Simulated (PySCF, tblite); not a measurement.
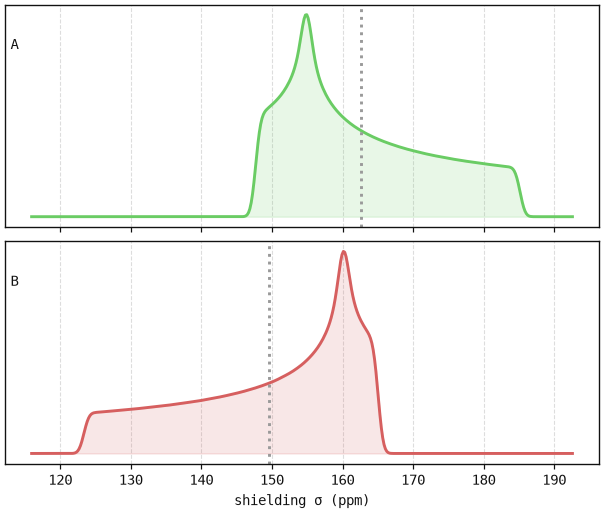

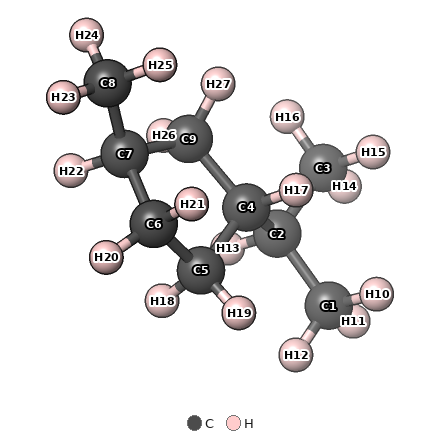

Static powder patterns (¹³C) from GIAO shielding tensors of C₉H₁₈, SMILES CC(C)[C@@H]1CC[C@@H](C)C1, PBE0/pcSseg-1, PySCF, at a GFN2-xTB geometry (a minimum by its frequencies); absolute shielding, one fixed geometry of the isolated molecule without any motion, no dipolar terms. The dotted line is the isotropic value; skew is 3(σiso − σ22)/span.

> The panels belong to C7 and C8. Which is which?

panel A: C8, σ11, σ22, σ33 = 148, 155, 185 ppm, isotropic 163, span 37 ppm, skew 0.62; panel B: C7, σ11, σ22, σ33 = 123, 160, 165 ppm, isotropic 150, span 42 ppm, skew −0.76.

Known limits of this run: the tight-binding geometry is rougher than a DFT one and adds to the error; one conformer of a flexible molecule.
